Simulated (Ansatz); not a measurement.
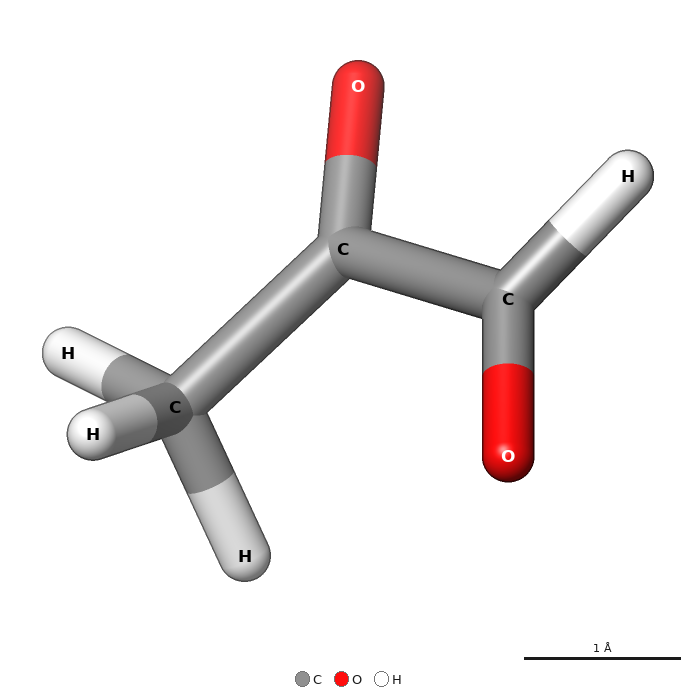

The computed structure is the end point of a PBE0-D4/def2-TZVP optimisation.

Count the atoms of each element.

C₃H₄O₂, 9 atoms: 3 carbon, 4 hydrogen and 2 oxygen.

How many sets of symmetry-equivalent atoms are there?

8: 1 C, 1 C, 1 O, 1 C, 1 O, 2 H, 1 H, 1 H.

More results for the same structure follow; atom numbers are the same in all pictures, views and colours differ.

### Geometry

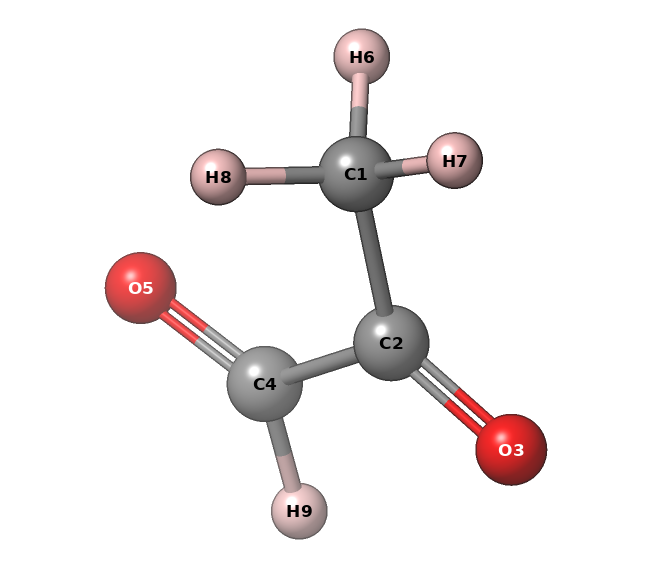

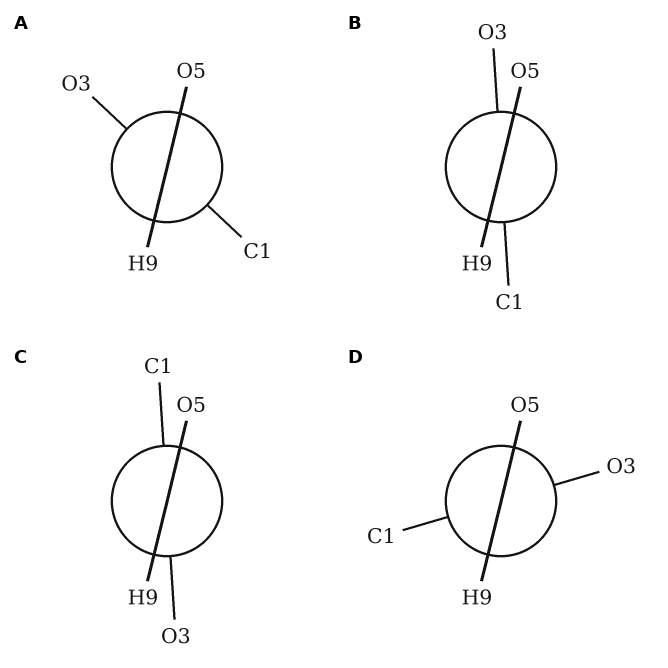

Depth is shown by fading: the farther an atom, the more it takes the colour of the background. Bonds that would overlap in a projection are set slightly apart.

Which Newman projection shows the view along C4–C2, with C4 in front?

C. The torsion angle O5–C4–C2–O3 is 180°, antiperiplanar (anti).

### Electronic properties

Method: RKS PBE-D4/def2-TZVPP (Ansatz 0.2.0).

What does the calculation give?

- dipole moment: 1.08 D
- HOMO energy (Kohn–Sham orbital): −5.89 eV
- LUMO energy (Kohn–Sham orbital): −3.83 eV
- HOMO–LUMO gap: 2.07 eV
- dispersion correction: −14.4 kJ/mol

### Thermal motion

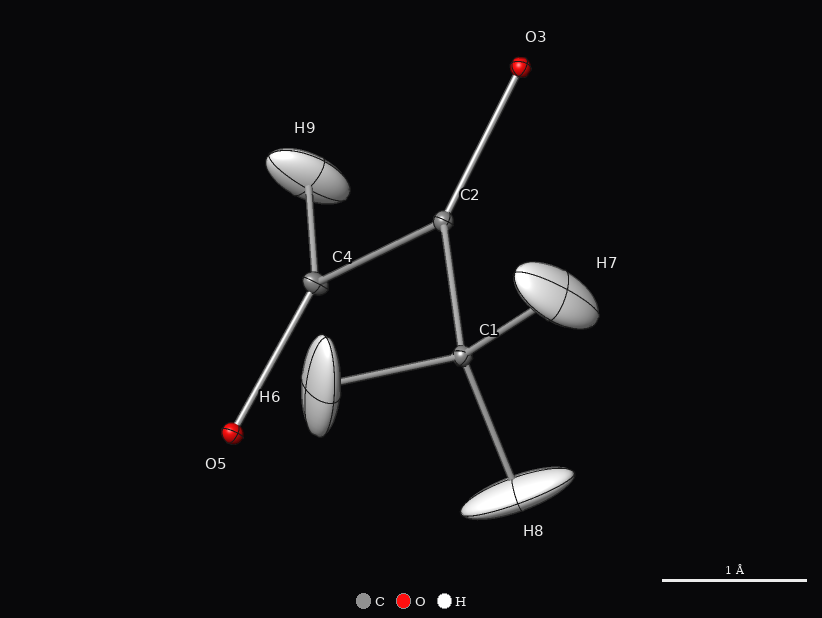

Displacement ellipsoids at the 50 % level, from the internal vibrations of the free molecule (harmonic, no overall translation or rotation; no half-axis is drawn under 0.075 Å). Vibrations computed with RKS PBE0-D4/def2-TZVP (Ansatz 0.2.0). Temperature: 0 K (zero-point motion alone).

Which atom has the largest mean-square displacement?

H6, H8, with U_eq = 0.0330 Å².

Does H6 move more along its bond or across it?

Across it: the root-mean-square amplitude is 0.076 Å along the bond and up to 0.274 Å across, since bending and torsion are softer than stretching.

List U_eq and the three principal root-mean-square amplitudes for each kind of atom.

| atom | U_eq (Å²) | rms amplitudes (Å) |
| --- | --- | --- |
| C1 | 0.0014 | 0.025, 0.034, 0.048 |
| C2 | 0.0015 | 0.032, 0.035, 0.047 |
| O3 | 0.0012 | 0.029, 0.035, 0.041 |
| C4 | 0.0023 | 0.029, 0.037, 0.068 |
| O5 | 0.0019 | 0.025, 0.044, 0.054 |
| H6, H8 | 0.0330 | 0.076, 0.135, 0.274 |
| H7 | 0.0271 | 0.084, 0.132, 0.238 |
| H9 | 0.0235 | 0.080, 0.121, 0.223 |

### Charges

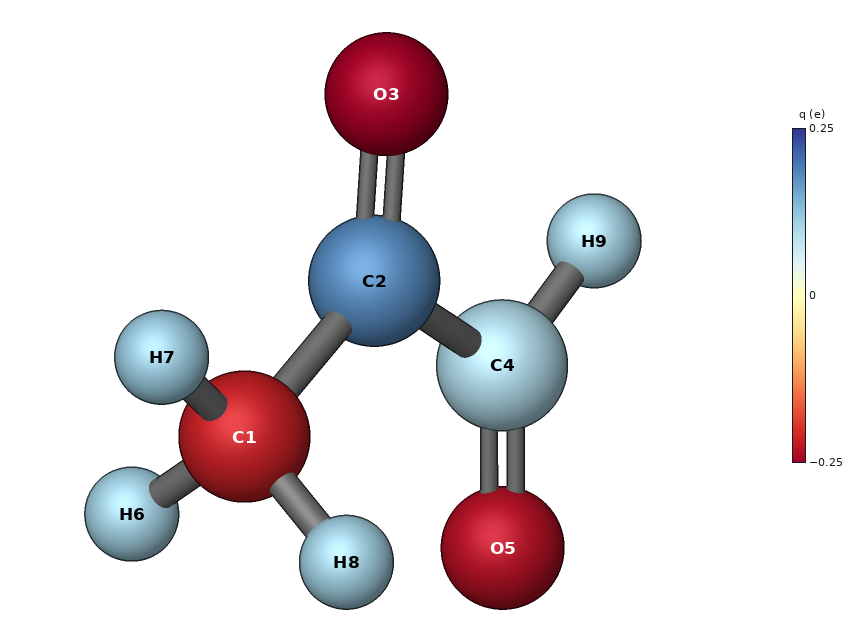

Atoms are coloured by their Mulliken charges. Method: RKS B3LYP-D4/def2-TZVPP (Ansatz 0.2.0).

List the Mulliken charges.

```json
{"atom": "C1", "value (e)": "−0.21"}
{"atom": "C2", "value (e)": "0.18"}
{"atom": "O3", "value (e)": "−0.25"}
{"atom": "C4", "value (e)": "0.09"}
{"atom": "O5", "value (e)": "−0.23"}
{"atom": "H6", "value (e)": "0.10"}
{"atom": "H7", "value (e)": "0.11"}
{"atom": "H8", "value (e)": "0.10"}
{"atom": "H9", "value (e)": "0.10"}
```

Mulliken values depend strongly on the basis set and can even reverse the polarity of a bond.
